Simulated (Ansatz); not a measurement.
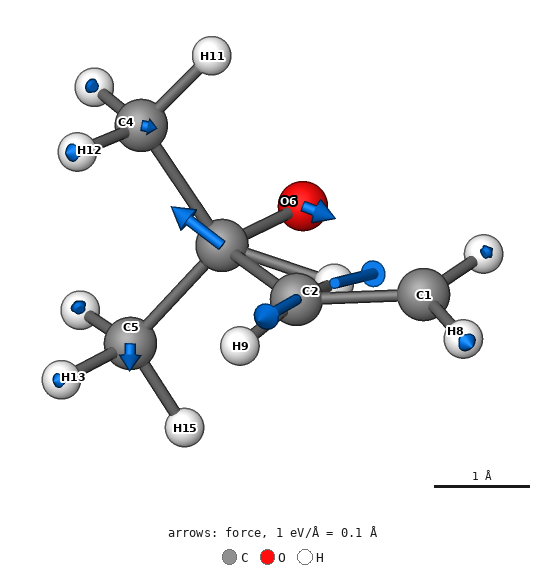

Starting geometry of C$_{5}$H$_{10}$O with the computed forces as blue arrows. Style: ball-and-stick. Shown at a tilt.

The run prepares an end point of a later path (hydrogen shift) calculation, from a guessed geometry.

The calculation used Ansatz 0.2.0, RKS PBE/STO-3G. Set-up: no spin polarisation; force threshold 0.02 eV/Å; at most 50 steps.

Is this structure relaxed? If not, where do the atoms go?

Answer. It isn't relaxed: the largest force vector, on an H atom, is 12.78 eV/Å. The final displacements follow the starting forces only in part (cosine between the two patterns 0.69). An H atom moves most after the best rigid fit: 1.39 Å. By element the largest moves are H 1.39 Å, C 0.18 Å, O 0.17 Å. Some distances before and after: C–H 1.090 → 2.630 Å, C–H 1.529 → 2.801 Å, C–H 1.260 → 1.954 Å, H–O 1.485 → 1.039 Å. New bonds form: H–O (1.49 → 1.04 Å). Bonds break: C–H (1.09 → 2.63 Å). Among the angles between lasting bonds that change: C–C–H 115.4° → 121.1°, C–C–H 115.7° → 110.5°, C–C–H 105.5° → 109.9°. The energy falls by 8.144 eV in 14 accepted moves (16 points after the start). The largest force component goes from 10 to 0.0059 eV/Å. The line search rejected the trial steps at points 8, 15 of the run.

Limits of the set-up: STO-3G is a minimal basis, so the numbers are rough.
